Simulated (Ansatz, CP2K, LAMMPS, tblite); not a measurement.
## Codes compared on liquid (Li,K)Br at 1100 K (70 atoms)

Wanted: errors and costs of other methods on liquid (Li,K)Br at 1100 K (70 atoms). A plane-wave run serves as the reference.

Main program and level: Ansatz 0.2.0; Kohn-Sham DFT, PBE, PAW, plane waves.

## Step 1: The structure

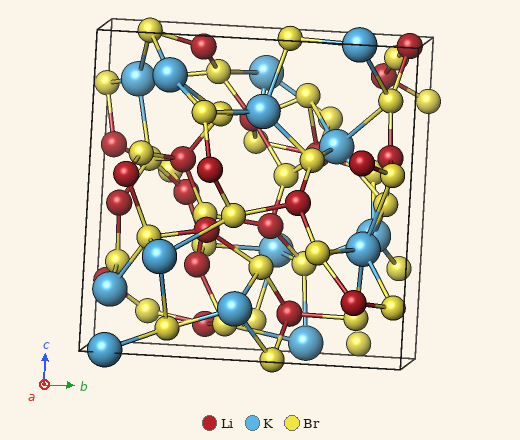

The cell as given, slightly off an axis (lithium red, potassium blue, bromine yellow). Bonds to atoms that aren't drawn are left out. Some periodic images of atoms are drawn too.

The cell holds 70 atoms: 21 Li, 14 K and 35 Br. Cell: a = 13.599 Å, b = 13.599 Å, c = 13.599 Å, α = 90.0°, β = 90.0°, γ = 90.0°. 70 atoms (21 Li, 14 K, 35 Br) placed at random at 2.3 g/cm³, melted at 1800 K for 10 ps at fixed volume with the Lennard-Jones and Coulomb ion parameters for SPC/E (Joung and Cheatham, J. Phys. Chem. B 112, 9020 (2008)), full charges. Snapshot at the end of a hold of 20 ps at 1100 K and fixed volume.

## Step 2: Plane-wave reference

The PAW files are the set soft_2.

input.yaml reads:

```yaml
crystal:
  lattice:
    - [13.5994, 0.0, 0.0]
    - [0.0, 13.5994, 0.0]
    - [0.0, 0.0, 13.5994]
  atoms:
    - { symbol: Li, position: [0.57322, 0.6276, 0.13834] }
    - { symbol: Li, position: [0.98316, 0.84414, 0.63239] }
    - { symbol: Li, position: [0.45742, 0.30945, 0.94698] }
    - { symbol: Li, position: [0.96194, 0.3729, 0.5847] }
    [... 60 atom lines left out ...]
    - { symbol: Br, position: [0.31977, 0.65277, 0.28666] }
    - { symbol: Br, position: [0.54447, 0.37758, 0.74462] }
    - { symbol: Br, position: [0.1639, 0.16909, 0.10711] }
    - { symbol: Br, position: [0.28641, 0.63392, 0.80748] }
    - { symbol: Br, position: [0.11009, 0.93884, 0.28089] }
    - { symbol: Br, position: [0.74071, 0.18577, 0.35649] }
kpoints:
  mp_grid: { grid: [1, 1, 1] }
hamiltonian:
  xc: pbe
scf:
  occupations: { method: fermi_dirac, width: 0.05 }
output:
  forces: true
  eigenvalues: true
  populations: true
  stress: true
```

Run with:

```
ansatz run input.yaml --threads 4 --pin off --max-ram 8192MiB --backend cpu --events-out ev --progress --plain --runs-dir out
```

Numbers of over 12 decimals in the logs are rounded to 6 here.

The log of the run:

```text
[...]
Pseudopotentials: kind: paw
Pseudopotential: Li, paw, valence charge 3, recommended cutoff 420 eV (normal), Li.paw.azcp
Pseudopotential: K, paw, valence charge 9, recommended cutoff 420 eV (normal), K.paw.azcp
Pseudopotential: Br, paw, valence charge 7, recommended cutoff 420 eV (normal), Br.paw.azcp
[... 5 lines on functional and potentials left out ...]
Crystal: 70 atoms, lattice volume = 2515.123 Å³
Basis set: ecut = 420 eV, 49173 PW (Γ), exchange–correlation on 192×192×192 points (8 copies of the dense FFT grid, shifted against one another)
Bands: 287, of which v1, the nominal top of the filled ones, is band 217 counted from 1 (216 counted from 0)
Symmetry: 1 space group operations
Space group: P1 (ITA 1), of the structure as read, at distance tolerance 1.4e-4 Å
k-points: 1
[... 7 lines on functional and potentials left out ...]
Initial density: superposition of atomic densities (neutral atoms: chi_scale 0, normalization atom), corrected by the library's trained network
Initial wavefunctions: pseudopotential atomic-orbital guess
[...]
SCF iter   1: F=—  HF=-123343.883894 eV  |F-HF|=—  |Δ(HF+E_count)|=         —  Δρ=6.51e-4  dr2=4.40e-2  ethr=1.77e-3  ⟨swp⟩=7.0  Hψ=1375  notcnv=0  defer=52
preconditioner: auto → Resta (q_TF=auto, 2.036 Å⁻¹)  ε∞=2.4  [insulator: Δε(μ)=3.208 eV  Ē_g=12.136 eV  σ=0.050 eV  W_gap=1.00  n_scr=364 (ndim 8)  ℏωp=14.1 eV  f_vac=0.161  D(μ)=0.00/eV (n_scr^D=0)  ε∞_Penn≈2.4]
[...]
SCF iter   6: F=—  HF=-123343.880412 eV  |F-HF|=—  |Δ(HF+E_count)|=   5.74e-6  Δρ=2.64e-6  dr2=3.24e-7  ethr=1.15e-9  ⟨swp⟩=2.0  Hψ=402  notcnv=0  defer=64
SCF iter   7: F=-123343.880412 eV  HF=-123343.880412 eV  |F-HF|=1.39e-8  |Δ(HF+E_count)|=   2.80e-7  Δρ=9.07e-7  dr2=3.60e-8  ethr=2.30e-11  ⟨swp⟩=22.0  Hψ=1943  notcnv=0
SCF 1 converged in 7 iterations: F = -123343.880412 eV  dr2 = 3.60e-8
[...]
SCF converged after 7 iterations
Free energy (F): -123343.880412 eV
Harris-Foulkes:  -123343.880412 eV  (|F-HF|=1.39e-8)
Internal energy: -123343.880412 eV  (E = F + TS)
E sigma→0 (E₀):  -123343.880412 eV
Fermi energy:    1.886494 eV
--- Per-component energies (eV) ---
[...]
Σ components = -123343.880412   (vs F -123343.880412, Δ=0.00e0)
--- Forces (eV/Å), atoms counted from 1 ---
  atom   1  Li     0.69007474    -0.18134041     0.09494829
  atom   2  Li     0.18369138    -0.23479812     0.24486157
  atom   3  Li    -0.26043687     0.32879355    -0.24632363
  atom   4  Li     0.14616843     0.20072298     0.47821081
[...]
atom  70  Br     0.28240293     0.14546098     0.53908870
  max |Σ_I F_I| component: 8.99e-5 eV/Å
--- Stress (GPa, compression-positive) ---
       -0.632008       0.018386       0.104838
        0.018386      -0.253074       0.124193
        0.104838       0.124192      -0.392004
  P = ⅓ Tr σ = -0.4257 GPa (-4.257 kbar)
--- Band table (eV) ---
  k-point 0: bands = ["-45.7367", "-45.6972", "-45.4795", "-45.3678", [... 271 levels ...], "7.1560", "7.1595", "7.1909", "7.2052", "7.2170", "7.2872", "7.3157", "7.3385", "7.3839", "7.4319", "7.4342", "7.4650"]
--- Löwdin populations: 70 sites ---
  site symbol       q [e]
     0     Li      2.3147
     1     Li      2.3467
     2     Li      2.3453
[...]
69     Br      7.6371
  spilling = 0.004799 (of n_electrons = 434.000000)
```

Run time: 25 s. Hardware: 4 threads of Arm Neoverse V2, shared host; peak memory 2.4 GiB.

The run gave:

- free energy: -123343.8804 eV
- free energy per atom: -1762.0554 eV/atom
- SCF cycles: 7
- pressure: -0.4257 GPa
- r.m.s. force component: 0.2662 eV/Å
- longest force: 0.8601 eV/Å
- Fermi energy: 1.886 eV
- gap (highest filled to lowest empty level): 3.229 eV
- spilling of the projection: 0.004799

Length of the force by element:

```csv
element,coordination,atoms,mean length of the force (eV/Å),spread,least,most
Br,all,35,0.436,0.191,0.0981,0.860
K,all,14,0.405,0.196,0.151,0.827
Li,all,21,0.405,0.177,0.0859,0.758
```

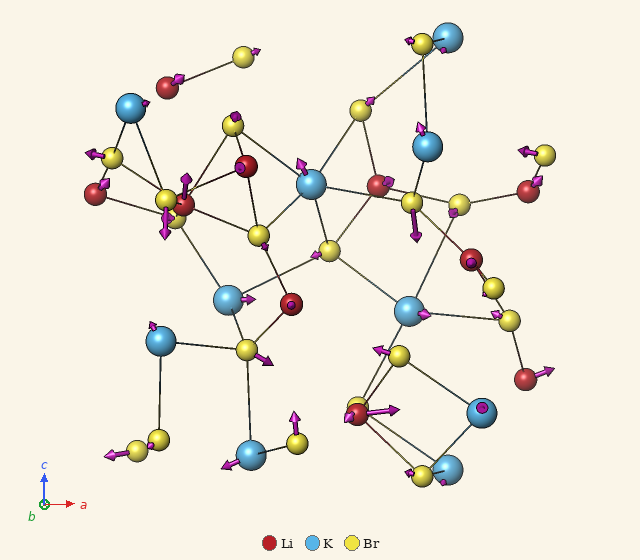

Forces as arrows; the longest in the cell is 0.860 eV/Å. Drawn is a slice 7 Å thick, seen along the normal of the ac plane. Bonds to atoms that aren't drawn are left out.

Löwdin charges by element (they lack the spilled electrons, 0.030 e an atom on average):

```csv
element,coordination,atoms,mean charge (e),spread,least,most
Br,all,35,-0.634,0.0208,-0.689,-0.602
K,all,14,0.749,0.0081,0.735,0.763
Li,all,21,0.657,0.017,0.629,0.685
```

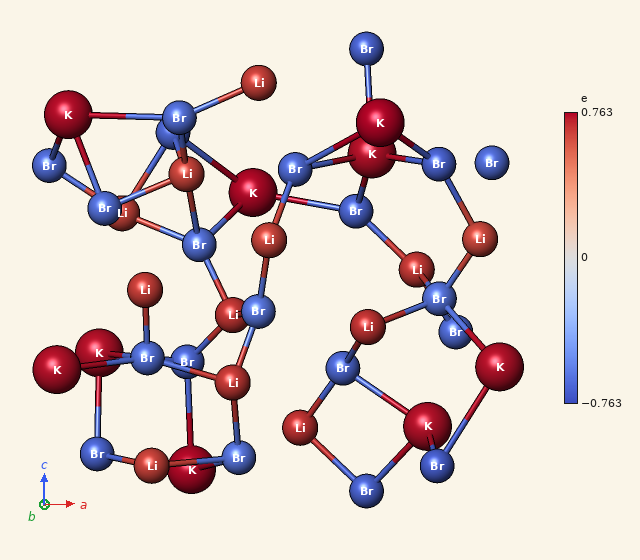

Atoms coloured by Löwdin charge. Drawn is a slice 8 Å thick, seen along the normal of the ac plane. Bonds to atoms that aren't drawn are left out.

The levels nearest the highest filled one (over half full), pooled over k-points and spins:

```csv
level less the highest filled one (eV),occupation
-0.230,2
-0.176,2
-0.162,2
-0.141,2
-0.0767,2
0,2
3.23,0
4.13,0
4.22,0
4.51,0
4.54,0
4.59,0
```

## Step 3: What was run beside it

The programs:
- CP2K 2026.2: Gaussian basis with GTH pseudopotentials and a plane-wave density; labels give functional, basis (MOLOPT sets; SR short-range, UZH the newer set with its own potentials), grid cutoff/relative cutoff and solver (OT: orbital transformation; TRS4, TC2, SIGN: linear-scaling purification with its sparsity filter), or its built-in tight binding.
- tblite 0.8.0: extended tight binding, driven from Python.

All use the same cell and atoms; the electronic-structure runs use the same k-mesh, and an electronic temperature of 580 K (0.05 eV) where levels are smeared.

Differences are against the plane-wave reference, forces as r.m.s. over components; share is that over the reference's r.m.s. force, slope the least-squares factor from reference forces to these. Total energies of different programs have different zeros and aren't compared.

```csv
run,"Δ force, r.m.s. (meV/Å)",share (%),slope,Δ pressure (GPa),Δ gap (eV),cores,CPU time,memory (GiB)
reference,-,-,-,-,-,4,96 s,2.4
"CP2K PBE+D4, DZVP-UZH, 800/50 Ry, OT DIIS",34.9,13.1,1.055,-0.328,-0.0883,1,9.7 min,4.5
"CP2K PBE, DZVP-UZH, 280/50 Ry, OT DIIS (coarse)",52.6,19.7,1.063,0.247,-0.092,2,5.4 min,1.2
"CP2K PBE, DZVP-UZH, 800/50 Ry, OT DIIS",33.3,12.5,1.056,0.210,-0.0883,1,9.6 min,4.5
"CP2K PBE, SZV-MOLOPT-SR, 800/50 Ry, TRS4 filter 1e-04, SCF 1e-05 (coarse)",138,51.9,1.303,1.09,-,1,86 s,4.4
"CP2K PBE, SZV-MOLOPT-SR, 800/50 Ry, TRS4 filter 1e-05, SCF 1e-06 (coarse)",140,52.5,1.313,1.10,-,1,98 s,4.4
"CP2K PBE, SZV-MOLOPT-SR, 800/50 Ry, TRS4 filter 1e-06, SCF 1e-06 (coarse)",140,52.5,1.313,1.09,-,1,98 s,4.4
"CP2K RPBE, PBE potentials, DZVP-UZH, 800/50 Ry, OT DIIS",50.3,18.9,1.114,1.05,0.104,1,9.7 min,4.5
tblite GFN1-xTB,86.8,32.6,0.842,-1.19,-,1,3.1 s,0.16
```

Rows marked coarse were listed beforehand as settings not expected to be converged; some can still land near the reference.

CPU time is summed over cores on a shared host, where runs went side by side, so it is rough. Symmetry, cutoffs, thresholds, outputs and thread counts weren't matched or tuned between programs; memory under MPI is the largest rank's times the ranks.

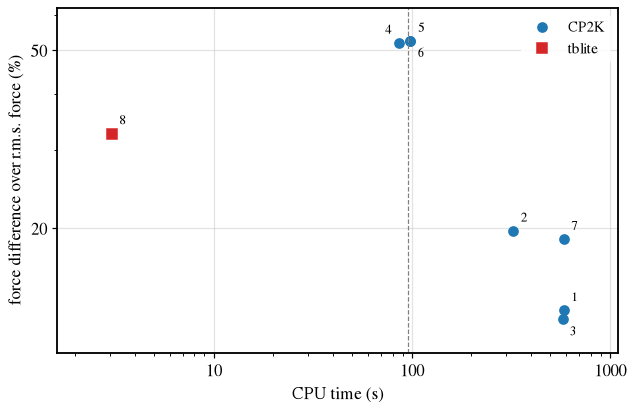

Force difference against CPU time; the dashed line marks the reference's time. Points: 1 CP2K PBE+D4, DZVP-UZH, 800/50 Ry, OT DIIS; 2 CP2K PBE, DZVP-UZH, 280/50 Ry, OT DIIS; 3 CP2K PBE, DZVP-UZH, 800/50 Ry, OT DIIS; 4 CP2K PBE, SZV-MOLOPT-SR, 800/50 Ry, TRS4 filter 1e-04, SCF 1e-05; 5 CP2K PBE, SZV-MOLOPT-SR, 800/50 Ry, TRS4 filter 1e-05, SCF 1e-06; 6 CP2K PBE, SZV-MOLOPT-SR, 800/50 Ry, TRS4 filter 1e-06, SCF 1e-06; 7 CP2K RPBE, PBE potentials, DZVP-UZH, 800/50 Ry, OT DIIS; 8 tblite GFN1-xTB.

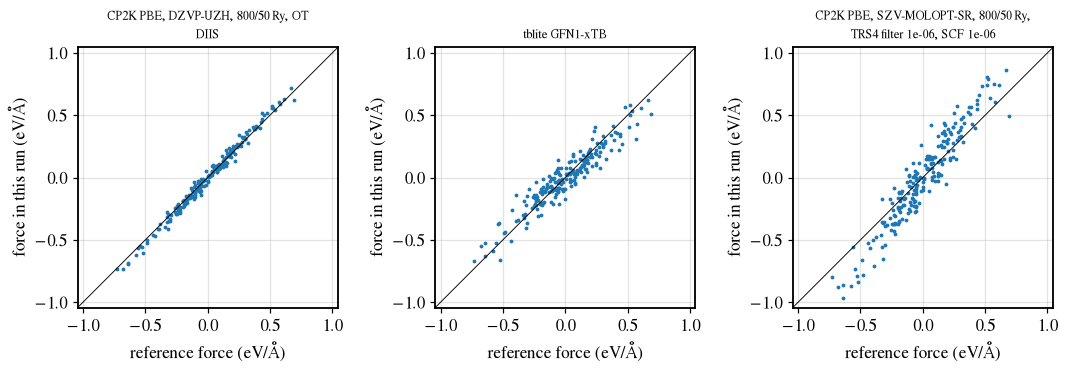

Force components against those of the reference; the line marks equality.

Runs without a result: CP2K GFN1-xTB, OT DIIS (not converged, the SCF not settling); CP2K PBE, SZV-MOLOPT-SR, 800/50 Ry, OT DIIS (cut off at its time limit of 3.9 min).

Mean charges by element (e), by run and scheme:

```csv
run,scheme,Li,K,Br
reference,Löwdin,+0.66,+0.75,-0.63
"CP2K PBE+D4, DZVP-UZH, 800/50 Ry, OT DIIS",Mulliken,+0.55,+0.65,-0.59
"CP2K PBE+D4, DZVP-UZH, 800/50 Ry, OT DIIS",Hirshfeld,+0.17,+0.30,-0.22
"CP2K PBE, DZVP-UZH, 800/50 Ry, OT DIIS",Mulliken,+0.55,+0.65,-0.59
"CP2K PBE, DZVP-UZH, 800/50 Ry, OT DIIS",Hirshfeld,+0.17,+0.30,-0.22
"CP2K RPBE, PBE potentials, DZVP-UZH, 800/50 Ry, OT DIIS",Mulliken,+0.57,+0.70,-0.62
"CP2K RPBE, PBE potentials, DZVP-UZH, 800/50 Ry, OT DIIS",Hirshfeld,+0.18,+0.32,-0.24
tblite GFN1-xTB,Mulliken,+0.19,+0.44,-0.29
```

The reference's Löwdin charges lack the electrons that the projection spills, 0.030 e an atom on average.

Within one program, basis, potentials and functional, energies share a zero. Each run against its twin at the usual cutoff or grid and solver:

```csv
run,twin,Δ energy (meV/atom),"Δ force, r.m.s. (meV/Å)",CPU time over the twin's
"CP2K PBE, DZVP-UZH, 280/50 Ry, OT DIIS","DZVP-UZH, 800/50 Ry, OT DIIS",-1.47,40.6,0.56 (this twin ran on 1 cores)
```

## Step 4: Outcome

| Quantity | Value |
| --- | --- |
| reference r.m.s. force component | 0.266 eV/Å |
| nearest in forces | a tie at 13 % of 2 runs: CP2K PBE+D4, DZVP-UZH, 800/50 Ry, OT DIIS; CP2K PBE, DZVP-UZH, 800/50 Ry, OT DIIS |
| farthest in forces | a tie at 52 % of 3 runs: CP2K PBE, SZV-MOLOPT-SR, 800/50 Ry, TRS4 filter 1e-04, SCF 1e-05 (coarse); CP2K PBE, SZV-MOLOPT-SR, 800/50 Ry, TRS4 filter 1e-05, SCF 1e-06 (coarse); CP2K PBE, SZV-MOLOPT-SR, 800/50 Ry, TRS4 filter 1e-06, SCF 1e-06 (coarse) |
| cheapest electronic-structure run beside the reference | tblite GFN1-xTB, 3.1 s of CPU time |

In words: The PBE run in local orbitals, coarse settings apart, differs by 13 % (CP2K PBE, DZVP-UZH, 800/50 Ry, OT DIIS); basis, grid and potentials can all enter. Tight binding differs by 33 % (tblite GFN1-xTB); it is another model, with fitted parameters of its own, and the xTB methods hold dispersion. Rows with another functional or a dispersion term differ by 13 % (CP2K PBE+D4, DZVP-UZH, 800/50 Ry, OT DIIS) to 19 % (CP2K RPBE, PBE potentials, DZVP-UZH, 800/50 Ry, OT DIIS), which mixes the change of model with differences of basis and potentials, some of them made for another functional. Runs with settings chosen to be coarse differ by 20 % (CP2K PBE, DZVP-UZH, 280/50 Ry, OT DIIS) to 52 % (CP2K PBE, SZV-MOLOPT-SR, 800/50 Ry, TRS4 filter 1e-06, SCF 1e-06), their programs' other errors included. One electronic-structure run takes under half the reference's CPU time: tblite GFN1-xTB, at 33 % in 3.1 s against 96 s. At the same functional, the gap of these runs lies 0.09 eV below the reference's 3.23 eV. Charges hang on model, scheme and program or settings: among these rows the mean for Li runs from +0.17 to +0.66 e. In the reference: filled and empty levels are parted by 3.23 eV (at Γ alone); a semilocal functional tends to put such gaps too low. In a disordered cell it changes from sample to sample and from frame to frame. In the reference: mean Löwdin charges: Br -0.63, K +0.75, Li +0.66 e (they miss 0.48 % of the electrons, so they add up to more than the cell's charge). Periodic xTB results under one method name differ between programs and library versions. The frame stands for 1100 K, but pressures are static and levels are smeared at 580 K. The network of bonds at the start is that of the classical potential that made the cell, and needn't be the one that DFT or experiment would give. The ion parameters were fitted for water, not for melts, so the starting structure of this cell may lie well off the real melt's. The electronic-structure runs sample only Γ, in a cell whose shortest periodic width is 14 Å.

[Also dropped from logs without a mark: logging warnings of Python, and SIESTA's first energy breakdown and zero terms.]

[Logs are printed without paths, hosts, clocks, repeated set-up lines and the standing remarks that a program may print on its own settings, such as how far it seeks lower states.]

[Hosts, paths, dates, database ids (printed as entryN), source tags and the programs' standing remarks are cut or masked in the printed files.]
